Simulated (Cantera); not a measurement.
Charge: 1 mol Ti(OiPr)4, 0.28 mol C3H8, 28 mol H2, equilibrated at 3.80 mbar.

Method: chemical equilibrium by Gibbs-energy minimisation in Cantera with the NASA 1993 tables (ideal gas, pure condensed phases). Candidate condensed phases: C, C6H6, C7H8, C8H18, H2O, Ti, TiC, TiO, TiO2, Ti2O3, Ti3O5, Ti4O7; 113 gas species. The feed counts by its element totals alone. TiC: taken at fixed stoichiometry. Condensed phases not in the tables: Magnéli phases beyond Ti4O7. Rates play no part.

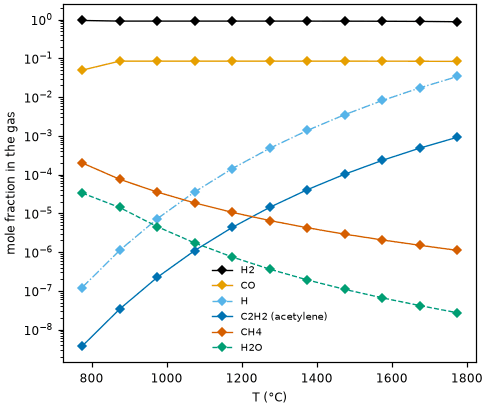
*Equilibrium gas composition (values under 1e-9 drawn at 1e-9)*

Read off the mole fractions at 1375 °C.

H2 about 0.91, CO about 0.085, H about 0.0014, C2H2 (acetylene) about 4.1e-5, CH4 about 4.3e-6, H2O about 1.9e-7.
